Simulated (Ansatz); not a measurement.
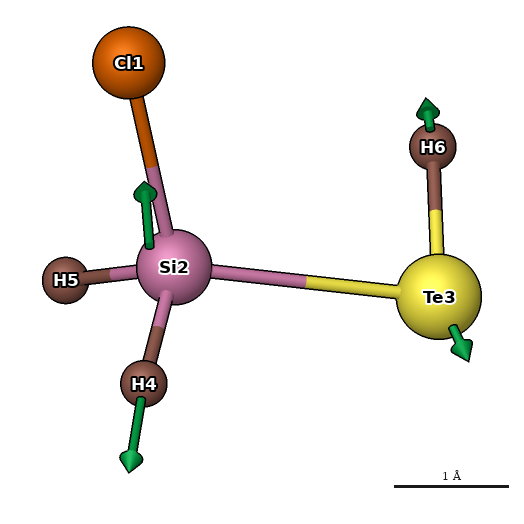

Arrows show the forces on the atoms, 0.4 Å of arrow for 1 eV/Å; forces under a tenth of the largest aren't drawn. Level of theory: PBE0-D4/def2-TZVPP (Ansatz 0.2.0).

### Which bond do the forces act along most?

Si2–H4, now 1.382 Å: the forces push its atoms apart, so a first step downhill lengthens it.

List the force components in the frame of the picture (x right, y up, z towards the viewer), in eV/Å.

```json
{"atom": "Cl1", "Fx": "0.02", "Fy": "0.17", "Fz": "0.13"}
{"atom": "Si2", "Fx": "−0.12", "Fy": "1.44", "Fz": "−1.64"}
{"atom": "Te3", "Fx": "0.36", "Fy": "−0.79", "Fz": "0.52"}
{"atom": "H4", "Fx": "−0.27", "Fy": "−1.64", "Fz": "1.51"}
{"atom": "H5", "Fx": "0.11", "Fy": "0.08", "Fz": "0.00"}
{"atom": "H6", "Fx": "−0.10", "Fy": "0.72", "Fz": "−0.53"}
```
